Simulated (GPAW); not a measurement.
Density of states of Bi2Se3 (R-3m, 5 atoms in the cell).

```xyz
5
Lattice="2.0715 1.1960 9.5453 -2.0715 1.1960 9.5453 0.0000 -2.3920 9.5453" Properties=species:S:1:pos:R:3 pbc="T T T"
Bi     0.0000     0.0000    11.4773
Bi     0.0000     0.0000    17.1587
Se     0.0000     0.0000     0.0000
Se     0.0000     0.0000     6.0622
Se     0.0000     0.0000    22.5738
```

Computed with PBE, GPAW PAW datasets PBE (gpaw-data 1.0.1) (plane waves; GPAW).

SCF settings: mode = pw; ecut = 550 eV; xc = PBE; kpts = 3 3 3; mesh shift (steps) = 0 0 0; occupations.name = methfessel-paxton; occupations.width = 0.05 eV; occupations.order = 0; nbands = -8; convergence.bands = -6; symmetry.symmorphic = false; symmetry.tolerance = 0.0005; maxiter = 100. Keys of the DOS step: dos_kpts = 6 6 6; dos_width = 0.05 eV.

The starting cell comes from a database of published, mostly measured structures (it also holds non-ambient and calculated ones), without a prior relaxation at this level. Spin-orbit coupling is off.

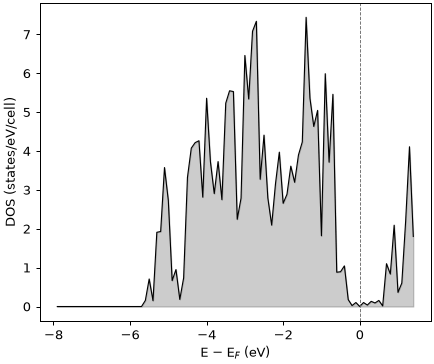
*Total density of states, both spins summed.*

Total DOS (both spins), as means of the tabulated values in each energy bin; the zero is the program's Fermi level or highest filled level, and the curve is cut to this window:

```tsv
E (eV)	states/eV/cell
-7.75	0.00
-7.25	0.00
-6.75	0.00
-6.25	0.00
-5.75	0.03
-5.25	1.66
-4.75	1.05
-4.25	3.74
-3.75	3.69
-3.25	4.27
-2.75	5.90
-2.25	3.29
-1.75	3.25
-1.25	5.34
-0.75	3.57
-0.25	0.45
0.25	0.07
0.75	0.84
```

The gap on the SCF mesh is 0.21 eV.
